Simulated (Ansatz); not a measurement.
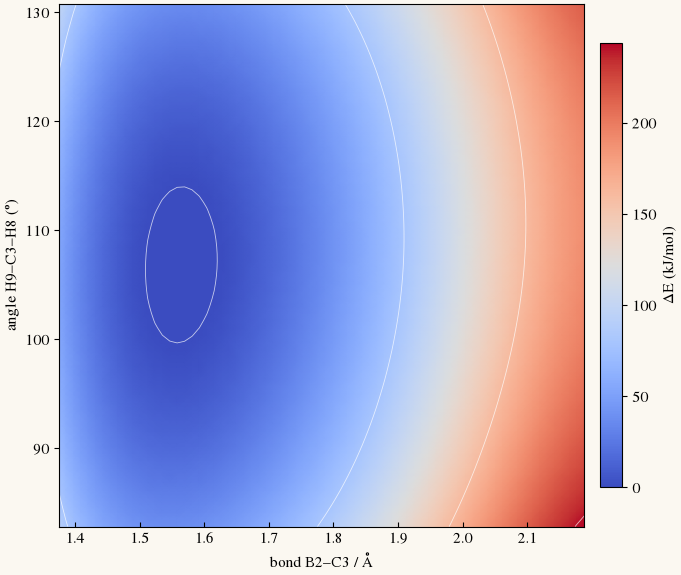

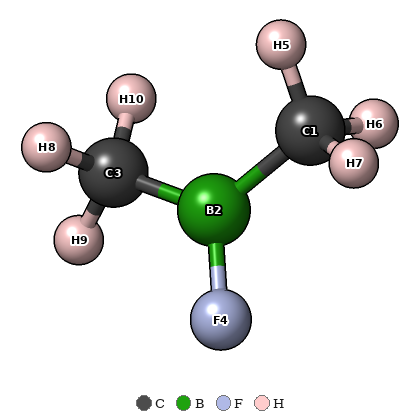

Energy landscape of C₂H₆BF, SMILES CB(C)F. 
- Two internal coordinates are moved rigidly from the geometry relaxed at PBE0-D4/def2-TZVP, all others fixed.
- The first coordinate is: bond B2–C3; the second: angle H9–C3–H8.
- The grid has 5 × 5 points.
- Points are written as (first, second).
- Energies are in kJ/mol, from the lowest grid point.
- These are results of Ansatz 0.2.0, RKS PBE0-D4/def2-TZVPP, not measurements.

Drawn: a smooth colour map with a few white contour lines. Between grid points the surface is interpolated. The second picture is the structure at the lowest point.

Where are the wells?

Answer. The lowest grid point is at (1.509 Å, 106.8°). The bottom of the well lies between grid points, at about (1.564 Å, 107°), about 3.7 kJ/mol lower on the interpolated surface. No other kind of well shows on this grid. The highest grid point, (2.188 Å, 82.8°), lies 244 kJ/mol above the lowest. Round the minimum the two coordinates are weakly coupled (coupling −0.06 in units of the two stiffnesses).

Grid values (kJ/mol):

| angle H9–C3–H8 ↓, bond B2–C3 → | 1.375 | 1.509 | 1.705 | 1.934 | 2.188 |
| --- | --- | --- | --- | --- | --- |
| 130.8 | 100 | 42 | 52 | 121 | 215 |
| 118.8 | 67 | 11 | 24 | 96 | 193 |
| 106.8 | 54 | 0 | 16 | 91 | 190 |
| 94.8 | 62 | 10 | 28 | 105 | 207 |
| 82.8 | 90 | 40 | 60 | 140 | 244 |
